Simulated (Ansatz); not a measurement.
**C3H4F2: vertical ionisation energy**

Aim: the vertical ionisation energy of C3H4F2, as cation minus neutral at the neutral's geometry, on several levels, and how well −ε(HOMO) stands in for it.

Computed with Ansatz 0.2.0, Gaussian basis. Level: unrestricted cation, the program's frozen cores in correlated methods.

Plan: UKS PBE-D4/def2-TZVPP; UKS r2SCAN-D4/def2-TZVPP; UKS PBE0-D4/def2-TZVPP; UKS B3LYP-D4/def2-TZVPP; UKS wB97X-V/def2-TZVPP; UKS wB97M-V/def2-TZVPP; UKS B2PLYP/def2-TZVPP; UHF-CCSD(T)/def2-TZVPP; UHF-MP2/def2-QZVPP; extrapolation to the limit; then −ε(HOMO) from the neutral's earlier runs with LDA (SPW92), PBE-D4, revPBE-D4, BLYP-D4, r2SCAN-D4, B97M-V, PBE0-D4, B3LYP-D4, r2SCANh-D4, r2SCAN0-D4, HSE06-D4, BHLYP-D4, CAM-B3LYP-D4, LC-ωPBE, ωB97X-V, ωB97M-V.

## (1) Structure used throughout

All runs share one geometry, relaxed beforehand with PBE0-D4 in a triple-zeta def2 set.

SMILES `FC1(F)CC1`, 9 atoms, charge 0, spin multiplicity 1.

Atoms are counted from 1 here; the program's logs count them from 0.

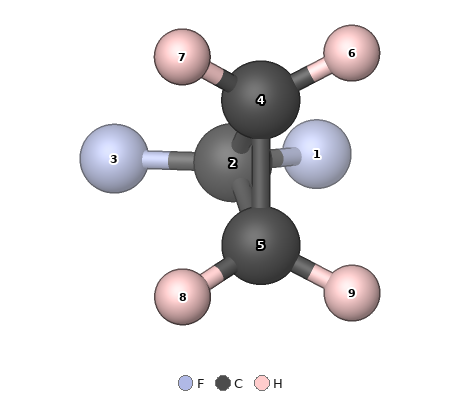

The structure; fluorine light blue, carbon dark grey, hydrogen pink; atoms are numbered from 1 in the order of the file.

## (2) Cation, UKS PBE-D4/def2-TZVPP

Input file in.yaml:

```yaml
crystal:
  periodic: [false, false, false]
  atoms:
    - {symbol: F, position_ang: [1.653535, -0.826380, 0.516872]}
    - {symbol: C, position_ang: [0.571544, -0.513615, -0.214633]}
    - {symbol: F, position_ang: [0.598197, -1.204413, -1.366034]}
    - {symbol: C, position_ang: [0.068590, 0.866251, -0.209831]}
    - {symbol: C, position_ang: [-0.712554, -0.275846, 0.457359]}
    - {symbol: H, position_ang: [0.563967, 1.577909, 0.437750]}
    - {symbol: H, position_ang: [-0.320039, 1.261049, -1.139521]}
    - {symbol: H, position_ang: [-1.609471, -0.624065, -0.038120]}
    - {symbol: H, position_ang: [-0.725270, -0.307292, 1.539057]}
basis:
  gaussian: {orbitals: def2-TZVPP}
total_charge: 1
magnetization: {spin_polarized: true, initial_magnetization: 1}
hamiltonian: {xc: pbe, dispersion: d4}
```

On the command line:

```bash
$ ansatz run in.yaml --threads 2 --pin off --events-out ev --progress --plain --max-ram 32768MiB --backend cpu
```

Log:

```text
Functional definition: PBE
  name "PBE"
  cite "Perdew, Burke & Ernzerhof, Phys. Rev. Lett. 77, 3865 (1996) doi:10.1103/PhysRevLett.77.3865"
  parent pbe
  parameter kappa = 0.804
  parameter beta = 0.06672455060314922
  exchange = pbe_x(kappa = kappa, mu = beta*pi^2/3)
  correlation = pbe_c(beta = beta)
1088 factors; their error is unknown
mean field evaluation 1: about -8581.5351 eV, gradient 5.3e1 eV
mean field evaluation 2: about -8570.0558 eV, gradient 6.7e1 eV
mean field evaluation 4: about -8592.7043 eV, gradient 7.5e0 eV
mean field evaluation 8: about -8592.8664 eV, gradient 2.3e-1 eV
mean field evaluation 16: about -8592.8345 eV, gradient 9.4e-3 eV
mean field -8592.83445144 eV, -315.7808416582 hartree, gradient 4.4e-5 eV, S^2 0.751040; 1 other end points of the search recorded, 0 dependent functions left out
reference -8592.83448274 eV, -315.7808428082 hartree; 20, 19 occupied and 191, 192 virtual orbitals, 1088 factors
Total energy: -8592.94641260 eV, -315.7849561549 hartree
```

Wall time 12 s (2 threads, shared host); peak memory 0.48 GiB.

Less the neutral's -8603.3742 eV (earlier run), this gives 10.428 eV. ⟨S²⟩ = 0.751.

## (3) Cation, UKS r2SCAN-D4/def2-TZVPP

Edit in.yaml of step 2 so:

```diff
@@ -16,2 +16,2 @@
 magnetization: {spin_polarized: true, initial_magnetization: 1}
-hamiltonian: {xc: pbe, dispersion: d4}
+hamiltonian: {xc: r2scan, dispersion: d4}
```

Launched as before.

Log:

```text
Functional definition: r2SCAN
  name "r2SCAN"
  cite "Furness, Kaplan, Ning, Perdew & Sun, J. Phys. Chem. Lett. 11, 8208 (2020) doi:10.1021/acs.jpclett.0c02405"
  cite "Furness, Kaplan, Ning, Perdew & Sun, J. Phys. Chem. Lett. 11, 9248 (2020) doi:10.1021/acs.jpclett.0c03077"
  parent r2scan
  parameter k0 = 0.174
  parameter k1 = 0.065
  parameter a1 = 4.9479
  exchange = r2scan_x(k0 = k0, k1 = k1, a1 = a1)
  correlation = r2scan_c
1088 factors; their error is unknown
mean field evaluation 1: about -8588.8081 eV, gradient 4.9e1 eV
mean field evaluation 2: about -8587.3281 eV, gradient 5.1e1 eV
mean field evaluation 4: about -8597.9074 eV, gradient 8.6e-1 eV
mean field evaluation 8: about -8597.9145 eV, gradient 1.3e-1 eV
mean field evaluation 16: about -8597.8803 eV, gradient 9.5e-3 eV
mean field evaluation 32: about -8596.7815 eV, gradient 5.7e-1 eV
mean field -8597.88035013 eV, -315.9662750145 hartree, gradient 4.8e-5 eV, S^2 0.752571; 3 other end points of the search recorded, 0 dependent functions left out
reference -8597.88035983 eV, -315.9662753711 hartree; 20, 19 occupied and 191, 192 virtual orbitals, 1088 factors
Total energy: -8597.90706587 eV, -315.9672568000 hartree
```

It took 21 s on 2 threads, shared host.

The neutral molecule at this level: -8608.4568 eV. Difference: 10.550 eV. ⟨S²⟩ = 0.753.

## (4) Cation, UKS PBE0-D4/def2-TZVPP

Edit in.yaml of step 3 so:

```diff
@@ -16,2 +16,2 @@
 magnetization: {spin_polarized: true, initial_magnetization: 1}
-hamiltonian: {xc: r2scan, dispersion: d4}
+hamiltonian: {xc: pbe0, dispersion: d4}
```

Launched as before.

Log:

```text
Functional definition: PBE0
  name "PBE0"
  cite "Adamo & Barone, J. Chem. Phys. 110, 6158 (1999) doi:10.1063/1.478522"
  cite "Perdew, Burke & Ernzerhof, Phys. Rev. Lett. 77, 3865 (1996) doi:10.1103/PhysRevLett.77.3865"
  parent pbe
  parameter a = 0.25
  parameter kappa = 0.804
  parameter beta = 0.06672455060314922
  exchange = (1 - a)*pbe_x(kappa = kappa, mu = beta*pi^2/3) + a*exact_x
  correlation = pbe_c(beta = beta)
1088 factors; their error is unknown
mean field evaluation 1: about -8585.7105 eV, gradient 4.5e1 eV
mean field evaluation 2: about -8586.1833 eV, gradient 4.4e1 eV
mean field evaluation 4: about -8592.8063 eV, gradient 2.3e0 eV
mean field evaluation 8: about -8592.8229 eV, gradient 7.2e-2 eV
mean field evaluation 16: about -8592.8316 eV, gradient 5.2e-4 eV
mean field -8592.83164458 eV, -315.7807385077 hartree, gradient 1.3e-5 eV, S^2 0.752504; 2 other end points of the search recorded, 0 dependent functions left out
reference -8592.83166807 eV, -315.7807393711 hartree; 20, 19 occupied and 191, 192 virtual orbitals, 1088 factors
Total energy: -8592.92355126 eV, -315.7841160159 hartree
```

Run time: 14 s. Hardware: 2 threads, shared host; peak memory 0.56 GiB.

Less the neutral's -8603.7234 eV (earlier run), this gives 10.800 eV. ⟨S²⟩ = 0.753.

## (5) Cation, UKS B3LYP-D4/def2-TZVPP

Edit in.yaml of step 4 so:

```diff
@@ -16,2 +16,2 @@
 magnetization: {spin_polarized: true, initial_magnetization: 1}
-hamiltonian: {xc: pbe0, dispersion: d4}
+hamiltonian: {xc: {name: B3LYP}, dispersion: d4}
```

Launched as before.

Log, shortened:

```text
Functional definition: B3LYP
  name "B3LYP"
  cite "Stephens, Devlin, Chabalowski & Frisch, J. Phys. Chem. 98, 11623 (1994) doi:10.1021/j100096a001"
  cite "Becke, Phys. Rev. A 38, 3098 (1988) doi:10.1103/PhysRevA.38.3098"
  cite "Lee, Yang & Parr, Phys. Rev. B 37, 785 (1988) doi:10.1103/PhysRevB.37.785"
  cite "Vosko, Wilk & Nusair, Can. J. Phys. 58, 1200 (1980) doi:10.1139/p80-159"
[...]
1088 factors; their error is unknown
[...]
mean field -8601.79085331 eV, -316.1099833557 hartree, gradient 1.5e-5 eV, S^2 0.752040; 2 other end points of the search recorded, 0 dependent functions left out
reference -8601.79106354 eV, -316.1099910818 hartree; 20, 19 occupied and 191, 192 virtual orbitals, 1088 factors
Total energy: -8601.97088033 eV, -316.1165992270 hartree
```

Run time: 13 s. Hardware: 2 threads, shared host; peak memory 0.56 GiB.

The neutral molecule at this level: -8612.8166 eV. Difference: 10.846 eV. ⟨S²⟩ = 0.752.

## (6) Cation, UKS wB97X-V/def2-TZVPP

Edit in.yaml of step 5 so:

```diff
@@ -16,2 +16,2 @@
 magnetization: {spin_polarized: true, initial_magnetization: 1}
-hamiltonian: {xc: {name: B3LYP}, dispersion: d4}
+hamiltonian: {xc: {name: wB97X-V}}
```

Launched as before.

Log, shortened:

```text
Functional definition: wB97X-V
  name "wB97X-V"
  cite "Mardirossian & Head-Gordon, Phys. Chem. Chem. Phys. 16, 9904 (2014) doi:10.1039/C3CP54374A"
  cite "Becke, J. Chem. Phys. 107, 8554 (1997) doi:10.1063/1.475007"
  cite "Vydrov & Van Voorhis, J. Chem. Phys. 133, 244103 (2010) doi:10.1063/1.3521275"
[...]
      + integral(e_c_pw_opposite_spin*poly(b97_u_opposite, cos0, cos1)) + vv10(b, c)
1088 factors; their error is unknown
255 factors; integrals over basis functions are off by at most 8.4e-6 eV
[...]
mean field -8599.02298768 eV, -316.0082661703 hartree, gradient 2.3e-5 eV, S^2 0.752522; 2 other end points of the search recorded, 0 dependent functions left out
reference -8599.02298626 eV, -316.0082661179 hartree; 20, 19 occupied and 191, 192 virtual orbitals, 1088 factors
Total energy: -8599.02298626 eV, -316.0082661179 hartree
```

Wall time 37 s (2 threads, shared host); peak memory 0.76 GiB.

Less the neutral's -8609.9020 eV (earlier run), this gives 10.879 eV. ⟨S²⟩ = 0.753.

## (7) Cation, UKS wB97M-V/def2-TZVPP

Edit in.yaml of step 6 so:

```diff
@@ -16,2 +16,2 @@
 magnetization: {spin_polarized: true, initial_magnetization: 1}
-hamiltonian: {xc: {name: wB97X-V}}
+hamiltonian: {xc: {name: wB97M-V}}
```

Same command.

Log, shortened:

```text
Functional definition: wB97M-V
  name "wB97M-V"
  cite "Mardirossian & Head-Gordon, J. Chem. Phys. 144, 214110 (2016) doi:10.1063/1.4952647"
  cite "Becke, J. Chem. Phys. 107, 8554 (1997) doi:10.1063/1.475007"
  cite "Vydrov & Van Voorhis, J. Chem. Phys. 133, 244103 (2010) doi:10.1063/1.3521275"
  # Of w^i u^j: cxij and so on, Table III.
[...]
  gx(w, u) = 1 - cx + cx01*u + cx10*w
  gss(w, u) = css00 + css04*u^4 + css10*w + css20*w^2 + css43*w^4*u^3
  gos(w, u) = cos00 + cos10*w + (cos20 + cos21*u)*w^2 + (cos60 + cos61*u)*w^6
[...]
      + integral(e_c_pw_mod_opposite_spin*gos(b97_w_opposite, b97_u_opposite)) + vv10(b, c)
1088 factors; their error is unknown
255 factors; integrals over basis functions are off by at most 8.4e-6 eV
[...]
mean field -8598.92845099 eV, -316.0047920109 hartree, gradient 4.5e-5 eV, S^2 0.751864; 2 other end points of the search recorded, 0 dependent functions left out
reference -8598.92848608 eV, -316.0047933004 hartree; 20, 19 occupied and 191, 192 virtual orbitals, 1088 factors
Total energy: -8598.92848608 eV, -316.0047933004 hartree
```

Wall time 38 s (2 threads, shared host); peak memory 0.79 GiB.

Less the neutral's -8609.8067 eV (earlier run), this gives 10.878 eV. ⟨S²⟩ = 0.752.

## (8) Cation, UKS B2PLYP (frozen core)/def2-TZVPP

Edit in.yaml of step 7 so:

```diff
@@ -16,2 +16,2 @@
 magnetization: {spin_polarized: true, initial_magnetization: 1}
-hamiltonian: {xc: {name: wB97M-V}}
+hamiltonian: {xc: {name: B2PLYP}}
```

The command is unchanged.

Log, shortened:

```text
Functional definition: B2PLYP
  name "B2PLYP"
  cite "Grimme, J. Chem. Phys. 124, 034108 (2006) doi:10.1063/1.2148954"
  cite "Becke, Phys. Rev. A 38, 3098 (1988) doi:10.1103/PhysRevA.38.3098"
  cite "Lee, Yang & Parr, Phys. Rev. B 37, 785 (1988) doi:10.1103/PhysRevB.37.785"
[...]
1302 factors; integrals over basis functions are off by at most 1.1e-3 eV
[...]
mean field -8587.23736156 eV, -315.5751523987 hartree, gradient 6.0e-6 eV, S^2 0.754848; 2 other end points of the search recorded, 0 dependent functions left out
5 core orbitals not correlated: weight in the atoms' cores, before any rotation towards them, 1.000 or more for the frozen orbitals, at most 0.000 for the correlated occupied ones
reference -8587.23749541 eV, -315.5751573178 hartree; 15, 14 occupied and 191, 192 virtual orbitals, 1302 factors
second order -31.92208223 eV of doubles, -0.00000000 eV of singles
Total energy: -8595.85645762 eV, -315.8918983366 hartree
```

Run time: 22 s. Hardware: 2 threads, shared host; peak memory 0.64 GiB.

The neutral molecule at this level: -8606.6976 eV. Difference: 10.841 eV. ⟨S²⟩ = 0.755.

## (9) Cation, UHF-CCSD(T)/def2-TZVPP

Edit in.yaml of step 8 so:

```diff
@@ -16,2 +16,3 @@
 magnetization: {spin_polarized: true, initial_magnetization: 1}
-hamiltonian: {xc: {name: B2PLYP}}
+correlation: {method: ccsd_t}
+scf: {omitted_lower_state_checks: [cluster_reference]}
```

On the command line:

```bash
$ ansatz run in.yaml --threads 2 --pin off --events-out ev --progress --plain --max-ram 32768MiB --backend cuda --devices 0, --max-vram 18GiB
```

Log, shortened:

```text
Functional definition: HF
  name "HF"
  cite "Fock, Z. Phys. 61, 126 (1930) doi:10.1007/BF01340294"
  parent pbe
[...]
1302 factors; integrals over basis functions are off by at most 1.1e-3 eV
[...]
mean field -8558.33563342 eV, -314.5130334800 hartree, gradient 1.8e-6 eV, S^2 0.759933; 4 other end points of the search recorded, 0 dependent functions left out
5 core orbitals not correlated: weight in the atoms' cores, before any rotation towards them, 1.000 or more for the frozen orbitals, at most 0.000 for the correlated occupied ones
reference -8558.33563342 eV, -314.5130334800 hartree; 15, 14 occupied and 191, 192 virtual orbitals, 1302 factors
second order -26.32760042 eV of doubles, -0.00000000 eV of singles
cycle   1  -26.13195988 eV  change    2.0e-1 eV  update   1.3e-1
[...]
cycle  11  -26.95033072 eV  change   -1.5e-5 eV  update   1.3e-5
perturbative correction -1.06597713 eV, -0.0391739370 hartree
Total energy: -8586.35194127 eV, -315.5426138033 hartree
Checks for a lower state left out: cluster_reference
```

Run time: 17 s. Hardware: 1 × H100 (card shared with other runs) with 2 threads, shared host; peak host memory 0.8 GiB.

The neutral molecule at this level: -8597.3611 eV. Difference: 11.009 eV. ⟨S²⟩ = 0.760. T1 = 0.021 (report).

## (10) Cation, UHF-MP2/def2-QZVPP

Edit in.yaml of step 9 so:

```diff
@@ -13,6 +13,6 @@
 basis:
-  gaussian: {orbitals: def2-TZVPP}
+  gaussian: {orbitals: "def2-QZVPP.json"}
 total_charge: 1
 magnetization: {spin_polarized: true, initial_magnetization: 1}
-correlation: {method: ccsd_t}
+correlation: {method: mp2}
 scf: {omitted_lower_state_checks: [cluster_reference]}
```

Same command.

Log, shortened:

```text
Functional definition: HF
  name "HF"
  cite "Fock, Z. Phys. 61, 126 (1930) doi:10.1007/BF01340294"
  parent pbe
[...]
2468 factors; integrals over basis functions are off by at most 9.7e-4 eV
[...]
mean field -8558.70922549 eV, -314.5267627354 hartree, gradient 1.6e-6 eV, S^2 0.760089; 6 other end points of the search recorded, 0 dependent functions left out
5 core orbitals not correlated: weight in the atoms' cores, before any rotation towards them, 1.000 or more for the frozen orbitals, at most 0.000 for the correlated occupied ones
reference -8558.70922549 eV, -314.5267627354 hartree; 15, 14 occupied and 385, 386 virtual orbitals, 2468 factors
second order -28.40173770 eV of doubles, -0.00000000 eV of singles
Total energy: -8587.11096320 eV, -315.5705073446 hartree
Checks for a lower state left out: cluster_reference
```

Run time: 25 s. Hardware: 1 × H100 (card shared with other runs) with 2 threads, shared host; peak host memory 0.94 GiB.

## (11) From triple and quadruple zeta to the limit

This step is arithmetic on the last runs, with X = 3 and 4: exp(−7.88√X) for Hartree-Fock, X^−2.97 for correlation; only MP2 was run in the larger set, so CCSD(T) minus MP2 is added from the smaller one.

```csv
level,energy at the limit (eV)
HF,-8558.7607
MP2,-8588.6988
CCSD,-8589.3215
CCSD(T),-8590.3875
```

The neutral's limit, from its own earlier runs, is -8601.5662 eV in the additive form (MP2 limit plus CCSD(T) minus MP2 in triple zeta), in which the cation has -8590.3875 eV.

## (12) The ladder

```csv
method,ionisation energy (eV),from CCSD(T)/CBS (eV),time
PBE-D4,10.43,-0.75,16 s
r2SCAN-D4,10.55,-0.63,29 s
PBE0-D4,10.80,-0.38,18 s
B3LYP-D4,10.85,-0.33,22 s
ωB97X-V,10.88,-0.30,47 s
ωB97M-V,10.88,-0.30,54 s
B2PLYP,10.84,-0.34,32 s
HF/def2-TZVPP,10.53,-0.65,
MP2/def2-TZVPP,11.08,-0.10,
CCSD/def2-TZVPP,11.09,-0.09,
CCSD(T)/def2-TZVPP,11.01,-0.17,31 s (GPU)
CCSD(T)/CBS,11.18,0,82 s (GPU)
```

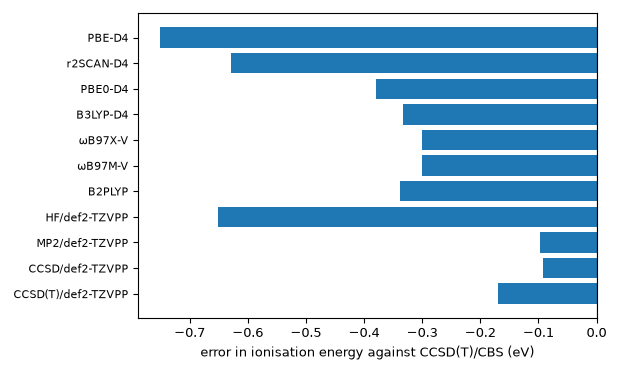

Deviations from CCSD(T)/CBS, method by method.

Some runs used a GPU and others CPU threads alone; cost is compared among the CPU runs only.

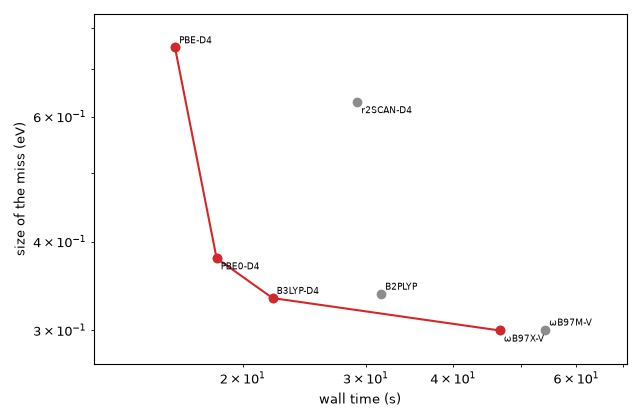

Miss against cost. Red marks the levels that no quicker level drawn beats. Times are from a shared host.

Times add the cation's run and the neutral's; HF, MP2 and CCSD come out of the CCSD(T) runs.

For comparison, −ε(HOMO) of the neutral from earlier runs:

```csv
functional,−ε(HOMO) (eV),by energy difference (eV)
LDA (SPW92),6.96,
PBE-D4,6.78,10.43
revPBE-D4,6.71,
BLYP-D4,6.72,
r2SCAN-D4,7.07,10.55
B97M-V,7.21,
PBE0-D4,8.34,10.80
B3LYP-D4,8.13,10.85
r2SCANh-D4,7.66,
r2SCAN0-D4,8.53,
HSE06-D4,7.93,
BHLYP-D4,9.84,
CAM-B3LYP-D4,9.83,
LC-ωPBE,11.14,
ωB97X-V,10.78,10.88
ωB97M-V,10.69,10.88
```

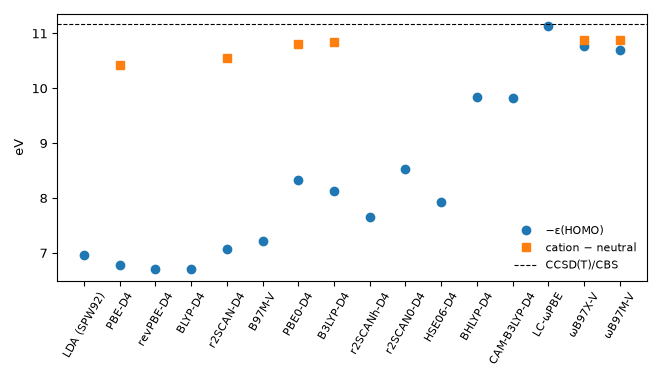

Orbital estimates and energy differences by functional.

## (13) Results

| quantity | value |
| --- | --- |
| ionisation energy, CCSD(T)/CBS | 11.18 eV |
| nearest functional by difference | ωB97X-V (-0.30 eV) |
| nearest −ε(HOMO) | LC-ωPBE (-0.04 eV) |
| −ε(HOMO) of PBE | 6.78 eV |
| T1 of the cation | 0.021 |

By cation minus neutral, the functionals miss by 0.75 eV at most. −ε(HOMO) of PBE misses by 4.4 eV, since self-interaction lifts the level. Among orbital estimates LC-ωPBE comes nearest. Hartree-Fock falls 0.65 eV short, as the neutral has more correlation energy than the cation. The cation may have settled in a state other than its lowest; no search over hole states beyond the program's own was made.

For cost: ωB97X-V gets within 0.30 eV in 47 s; the quickest level in the cost chart, PBE-D4, takes 16 s and misses by 0.75 eV.
